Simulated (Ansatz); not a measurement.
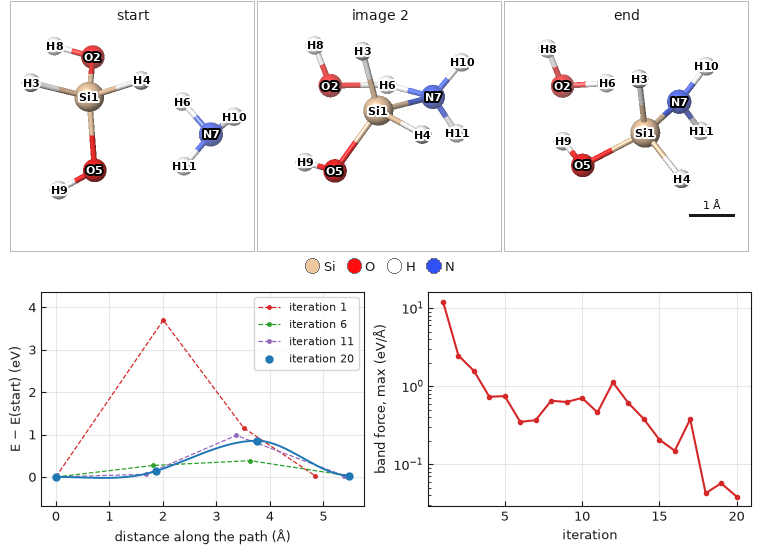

NEB run on SiNH7O2, made up at the start of SiH4O2 and NH₃. Images are numbered from 0 (start) to 3 (end). The plot follows the band through its iterations. The picture is a ball-and-stick view, seen at a tilt.

Level of theory: RKS PBE-D4/6-31G* in Ansatz. Set-up: 2 movable images; climbing image; force threshold 0.05 eV/Å; iteration limit 60; starting path through a guess of the saddle point.

Question: Judge this run.

Answer: The run is converged, with reservations. The band converged in 20 iterations. The largest component of the band force went from 12 to 0.039 eV/Å. The climbing image converged on the top of the path. Its curvatures weren't checked. So few images resolve the path coarsely. The first iteration put the highest image at 3.70 eV. Forward barrier 0.86 eV, backward barrier 0.82 eV, with image 2 at the top; the reaction energy is +0.03 eV.

Limits of the set-up: the start holds two separate molecules, 2.4 Å apart at their closest, whose relative position is a soft coordinate.

Cost: 45 s on 2 threads of Intel(R) Xeon(R) Platinum 8488C (Sapphire Rapids), with other jobs on the host, peak memory 0.13 GiB.
